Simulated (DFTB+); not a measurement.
C$_{2}$H$_{3}$In: geometry relaxation (part 2 of 2)

C$_{2}$H$_{3}$In (InH2(CCH)), SMILES [H][In]([H])[C]#C; GFN1-xTB, R-SCC, dispersion built in (DFTB+ 25.1). The geometry comes from this level: GFN2-xTB.

Geometry of the input (Å):
```
In 0.6776  1.1737  0.0028
H  2.3979  1.1768  0.0299
H  -0.1669  2.6732  -0.0427
C  -0.3962  -0.6704  0.0073
C  -0.9924  -1.7189  0.0039
H  -1.5201  -2.6345  -0.0014
```

### What the program printed, continued
```
 iSCC Total electronic   Diff electronic      SCC error
    1   -0.74160839E+01    0.00000000E+00    0.24651440E-01
    2   -0.74161067E+01   -0.28830093E-01    0.14611098E-01
    3   -0.74161147E+01   -0.22884934E-04    0.50427027E-02
    4   -0.74161146E+01   -0.80000305E-05    0.19218066E-02
    5   -0.74161152E+01    0.87615136E-07    0.43854860E-03
    6   -0.74161152E+01   -0.59143388E-06    0.23757592E-03
    7   -0.74161153E+01   -0.73017290E-08    0.18008630E-04
    8   -0.74161153E+01   -0.23193474E-08    0.14195077E-05

Total Energy:                       -7.2713214163 H         -197.8627 eV
Extrapolated to 0K:                 -7.2713214163 H         -197.8627 eV
Total Mermin free energy:           -7.2713214163 H         -197.8627 eV
Force related energy:               -7.2713214163 H         -197.8627 eV

Maximal force component:             0.159829E-01
Averaged force norm:                 0.100881E-01

--------------------------------------------------------------------------------

***  Geometry step: 10

 iSCC Total electronic   Diff electronic      SCC error
    1   -0.74024716E+01    0.00000000E+00    0.10237043E-01
    2   -0.74024728E+01    0.13643698E-01    0.64675871E-02
    3   -0.74024730E+01   -0.12624540E-05    0.24003933E-02
    4   -0.74024731E+01   -0.16791720E-06    0.37918450E-03
    5   -0.74024731E+01   -0.76866126E-07    0.92168812E-04
    6   -0.74024731E+01   -0.11829703E-07    0.29806293E-04
    7   -0.74024731E+01   -0.32771474E-09    0.27951029E-05

Total Energy:                       -7.2710140083 H         -197.8544 eV
Extrapolated to 0K:                 -7.2710140083 H         -197.8544 eV
Total Mermin free energy:           -7.2710140083 H         -197.8544 eV
Force related energy:               -7.2710140083 H         -197.8544 eV

Maximal force component:             0.264832E-01
Averaged force norm:                 0.174086E-01

--------------------------------------------------------------------------------

***  Geometry step: 11

 iSCC Total electronic   Diff electronic      SCC error
    1   -0.74176975E+01    0.00000000E+00    0.88547964E-02
    2   -0.74176997E+01   -0.15224466E-01    0.67316666E-02
    3   -0.74177005E+01   -0.21707196E-05    0.20963322E-02
    4   -0.74177007E+01   -0.81208939E-06    0.49985298E-03
    5   -0.74177007E+01   -0.14826055E-06    0.10721288E-03
    6   -0.74177007E+01   -0.61613302E-07    0.49902493E-04
    7   -0.74177007E+01   -0.81030294E-09    0.70349912E-05

Total Energy:                       -7.2713573049 H         -197.8637 eV
Extrapolated to 0K:                 -7.2713573049 H         -197.8637 eV
Total Mermin free energy:           -7.2713573049 H         -197.8637 eV
Force related energy:               -7.2713573049 H         -197.8637 eV

Maximal force component:             0.145161E-01
Averaged force norm:                 0.950432E-02

--------------------------------------------------------------------------------

***  Geometry step: 12

 iSCC Total electronic   Diff electronic      SCC error
    1   -0.74171352E+01    0.00000000E+00    0.37770233E-03
    2   -0.74171352E+01    0.56553870E-03    0.28273361E-03
    3   -0.74171352E+01   -0.52454645E-08    0.74994943E-04
    4   -0.74171352E+01   -0.21063533E-08    0.16100482E-04
    5   -0.74171352E+01   -0.45176574E-09    0.50114432E-05

Total Energy:                       -7.2713826082 H         -197.8644 eV
Extrapolated to 0K:                 -7.2713826082 H         -197.8644 eV
Total Mermin free energy:           -7.2713826082 H         -197.8644 eV
Force related energy:               -7.2713826082 H         -197.8644 eV

Maximal force component:             0.129121E-01
Averaged force norm:                 0.849014E-02

--------------------------------------------------------------------------------

***  Geometry step: 13

 iSCC Total electronic   Diff electronic      SCC error
    1   -0.74110741E+01    0.00000000E+00    0.35652769E-02
    2   -0.74110745E+01    0.60611212E-02    0.27048952E-02
    3   -0.74110747E+01   -0.42549783E-06    0.85000161E-03
    4   -0.74110747E+01   -0.16656728E-06    0.22450784E-03
    5   -0.74110747E+01   -0.23148173E-07    0.46103866E-04
    6   -0.74110747E+01   -0.11685918E-07    0.69469331E-05

Total Energy:                       -7.2714695006 H         -197.8668 eV
Extrapolated to 0K:                 -7.2714695006 H         -197.8668 eV
Total Mermin free energy:           -7.2714695006 H         -197.8668 eV
Force related energy:               -7.2714695006 H         -197.8668 eV

Maximal force component:             0.426737E-02
Averaged force norm:                 0.283461E-02

--------------------------------------------------------------------------------

***  Geometry step: 14

 iSCC Total electronic   Diff electronic      SCC error
    1   -0.74126356E+01    0.00000000E+00    0.94078695E-03
    2   -0.74126356E+01   -0.15608975E-02    0.67305485E-03
    3   -0.74126356E+01   -0.18716340E-07    0.21415632E-03
    4   -0.74126356E+01   -0.67778538E-08    0.49062822E-04
    5   -0.74126356E+01   -0.99285380E-09    0.10843453E-04
    6   -0.74126356E+01   -0.66088734E-09    0.11910224E-05

Total Energy:                       -7.2714812829 H         -197.8671 eV
Extrapolated to 0K:                 -7.2714812829 H         -197.8671 eV
Total Mermin free energy:           -7.2714812829 H         -197.8671 eV
Force related energy:               -7.2714812829 H         -197.8671 eV

Maximal force component:             0.681554E-04
Averaged force norm:                 0.628383E-04

Geometry converged

--------------------------------------------------------------------------------
--------------------------------------------------------------------------------
Pre-SCC initialisation                 +       0.01 ( 13.5%)       0.01 (  5.8%)
SCC                                    +       0.06 ( 62.3%)       0.21 ( 84.4%)
Post-SCC processing                    +       0.02 ( 23.3%)       0.02 (  9.1%)
--------------------------------------------------------------------------------
Missing                                +       0.00 (  0.9%)       0.00 (  0.8%)
Total                                  =       0.10 (100.0%)       0.24 (100.0%)
--------------------------------------------------------------------------------
```

### Trajectory as extended XYZ (Å, eV, eV/Å), 15 frames, from step=0 to step=14
```
6
Properties=species:S:1:pos:R:3 step=0 energy=-197.84765
In    0.6776    1.1737    0.0028
H     2.3979    1.1768    0.0299
H    -0.1669    2.6732   -0.0427
C    -0.3962   -0.6704    0.0073
C    -0.9924   -1.7189    0.0039
H    -1.5201   -2.6345   -0.0014
6
Properties=species:S:1:pos:R:3 step=1 energy=-197.84066
In    0.6742    1.1676    0.0030
H     2.3998    1.1783    0.0299
H    -0.1666    2.6757   -0.0427
C    -0.3962   -0.6703    0.0073
C    -0.9921   -1.7188    0.0040
H    -1.5190   -2.6325   -0.0014
6
Properties=species:S:1:pos:R:3 step=2 energy=-197.85621
In    0.6861    1.1890    0.0025
H     2.3930    1.1740    0.0300
H    -0.1668    2.6673   -0.0424
C    -0.3972   -0.6726    0.0074
C    -0.9921   -1.7179    0.0038
H    -1.5230   -2.6397   -0.0013
6
Properties=species:S:1:pos:R:3 step=3 energy=-197.85932
In    0.6897    1.1955    0.0023
H     2.3910    1.1723    0.0301
H    -0.1673    2.6646   -0.0423
C    -0.3961   -0.6708    0.0075
C    -0.9935   -1.7202    0.0037
H    -1.5239   -2.6414   -0.0012
6
Properties=species:S:1:pos:R:3 step=4 energy=-197.85958
In    0.6896    1.1952    0.0023
H     2.3914    1.1716    0.0301
H    -0.1680    2.6646   -0.0423
C    -0.3955   -0.6700    0.0075
C    -0.9937   -1.7203    0.0037
H    -1.5237   -2.6412   -0.0012
6
Properties=species:S:1:pos:R:3 step=5 energy=-197.86054
In    0.6904    1.1965    0.0020
H     2.3921    1.1681    0.0303
H    -0.1715    2.6637   -0.0423
C    -0.3941   -0.6683    0.0075
C    -0.9932   -1.7188    0.0036
H    -1.5237   -2.6412   -0.0011
6
Properties=species:S:1:pos:R:3 step=6 energy=-197.86504
In    0.7015    1.2149   -0.0017
H     2.4026    1.1226    0.0329
H    -0.2173    2.6511   -0.0413
C    -0.3812   -0.6547    0.0074
C    -0.9899   -1.7047    0.0019
H    -1.5157   -2.6292    0.0008
6
Properties=species:S:1:pos:R:3 step=7 energy=-197.78885
In    0.6962    1.2072   -0.0005
H     2.3950    1.1367    0.0320
H    -0.2007    2.6504   -0.0415
C    -0.3730   -0.6366    0.0071
C    -0.9950   -1.7176    0.0026
H    -1.5227   -2.6401    0.0002
6
Properties=species:S:1:pos:R:3 step=8 energy=-197.78073
In    0.6965    1.2072   -0.0005
H     2.3959    1.1370    0.0320
H    -0.2009    2.6517   -0.0415
C    -0.3724   -0.6358    0.0072
C    -0.9957   -1.7183    0.0025
H    -1.5235   -2.6419    0.0002
6
Properties=species:S:1:pos:R:3 step=9 energy=-197.86274
In    0.7015    1.2154   -0.0022
H     2.4046    1.1150    0.0333
H    -0.2248    2.6488   -0.0411
C    -0.3830   -0.6591    0.0073
C    -0.9863   -1.6977    0.0018
H    -1.5121   -2.6225    0.0010
6
Properties=species:S:1:pos:R:3 step=10 energy=-197.85437
In    0.7019    1.2165   -0.0009
H     2.4001    1.1276    0.0324
H    -0.2111    2.6509   -0.0415
C    -0.3794   -0.6513    0.0076
C    -0.9924   -1.7106    0.0023
H    -1.5190   -2.6332    0.0001
6
Properties=species:S:1:pos:R:3 step=11 energy=-197.86371
In    0.6966    1.2072   -0.0026
H     2.3959    1.1194    0.0333
H    -0.2171    2.6426   -0.0405
C    -0.3841   -0.6547    0.0054
C    -0.9831   -1.6953    0.0019
H    -1.5082   -2.6191    0.0025
6
Properties=species:S:1:pos:R:3 step=12 energy=-197.86440
In    0.6968    1.2076   -0.0025
H     2.3961    1.1200    0.0332
H    -0.2166    2.6431   -0.0406
C    -0.3840   -0.6549    0.0055
C    -0.9835   -1.6962    0.0019
H    -1.5088   -2.6198    0.0024
6
Properties=species:S:1:pos:R:3 step=13 energy=-197.86676
In    0.6992    1.2115   -0.0005
H     2.3977    1.1211    0.0327
H    -0.2165    2.6448   -0.0413
C    -0.3809   -0.6525    0.0060
C    -0.9852   -1.7018    0.0022
H    -1.5144   -2.6231    0.0009
6
Properties=species:S:1:pos:R:3 step=14 energy=-197.86709
In    0.6988    1.2105   -0.0004
H     2.3974    1.1205    0.0328
H    -0.2171    2.6437   -0.0412
C    -0.3813   -0.6530    0.0053
C    -0.9839   -1.7005    0.0025
H    -1.5139   -2.6214    0.0010
```

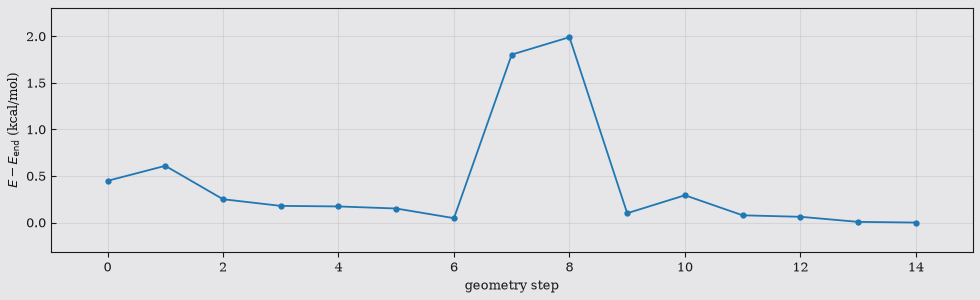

*Progress of the relaxation, step by step (steps are counted from 0).*

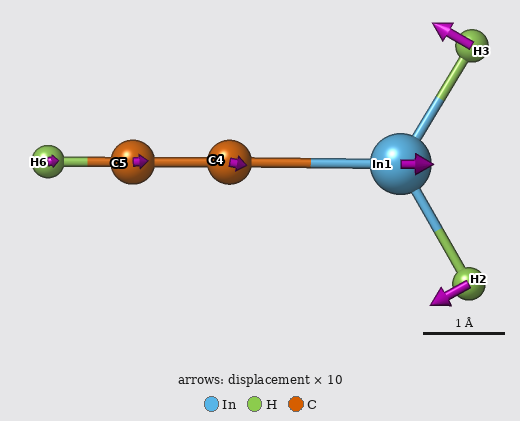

*The starting structure with the displacements as pink arrows, magnified 10 times (ball-and-stick view, seen at a tilt). The two geometries are laid on each other by the best rigid fit.*

The atom that moves furthest after the best rigid fit is H3 (0.058 Å). Largest moves by element: H 0.058 Å, In 0.043 Å, C 0.023 Å. Among the contacts that change: In1–C4 2.134 → 2.154 Å, In1–H2 1.721 → 1.701 Å, C5–H6 1.057 → 1.063 Å. Among the angles that change: H2–In1–H3 119.3° → 125.6°, H2–In1–C4 120.3° → 117.1°. Over 14 geometry steps the energy falls by 0.45 kcal/mol. (Atoms are counted from 1 in the order of the input.)

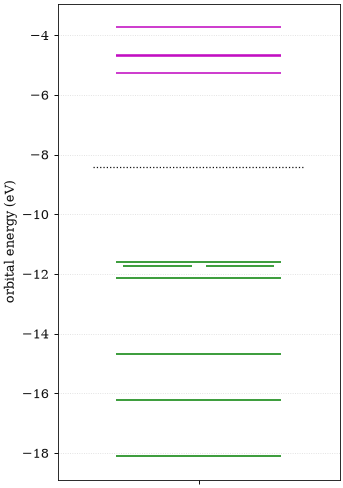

*Orbital energies near the frontier; the dotted line parts filled from empty levels, and levels within 0.02 eV of each other stand side by side.*

Highest filled −11.59 eV, lowest empty −5.25 eV, 6.34 eV apart.

### Summary

| quantity | value |
| --- | --- |
| outcome | converged |
| Mermin free energy | −7.271481 hartree |
| basis functions | 23 |
| largest force | 0.005 eV/Å |
| HOMO | −11.59 eV |
| LUMO | −5.25 eV |
| dipole moment | 1.36 D |
| hardware | 1 thread of Intel Xeon (Sapphire Rapids), 192 GiB of memory available, shared host |
| peak memory | 0.072 GiB |

Settings chosen away from the usual ones: optimiser.
